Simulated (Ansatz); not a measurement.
## Ligand exchange: C2H4ClGa + CHBr2F → C2H4FGa + CHBr2Cl

Species: C2H4ClGa `C=[CH][GaH][Cl]`, singlet; CHBr2F `FC(Br)Br`, singlet; C2H4FGa `C=[CH][GaH][F]`, singlet; CHBr2Cl (chlorodibromomethane) `ClC(Br)Br`, singlet. The partners trade Cl for F: Ga–Cl and C–F bonds give way to Ga–F and C–Cl.

Shapes, held fixed at every level: PBE0-D4/def2-TZVP. Flexible molecules stand in one conformer, not always the lowest. Programs: Ansatz 0.2.0. The zero-point and thermal change to 298 K, harmonic and unscaled (PBE0-D4/def2-TZVP), is -2.2 kJ/mol.

```tsv
level	kind	ΔH(298 K) (kJ/mol)	less CCSD(T)/def2-TZVPP
SPW92/def2-TZVPP	LDA	+35.9	+8.5
BHLYP-D4/def2-TZVPP	global hybrid	+37.0	+9.6
wB97M-V/def2-TZVPP	range-separated hybrid	+32.7	+5.3
MP2/def2-SVP	perturbation theory	+26.6	-0.8
MP2/def2-TZVPP	perturbation theory	+17.8	-9.6
CCSD(T)/def2-SVP	coupled cluster or CI	+34.8	+7.4
CCSD/def2-TZVPP	coupled cluster or CI	+29.8	+2.4
CCSD(T)/def2-TZVPP	coupled cluster or CI	+27.4	0.0
```

The highest level, CCSD(T)/def2-TZVPP, gives ΔH(298 K) = +27.4 kJ/mol; the levels span +17.8 to +37.0. The column of differences is taken from that level and isn't an error. No measured value is set beside it here. Relativity is left out for Br, Ga. Outer-core shells of Br, Ga are correlated, in sets that cover them unevenly.

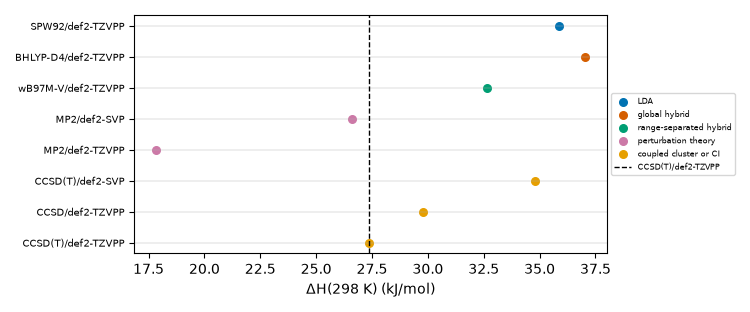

The values of the table, level by level.
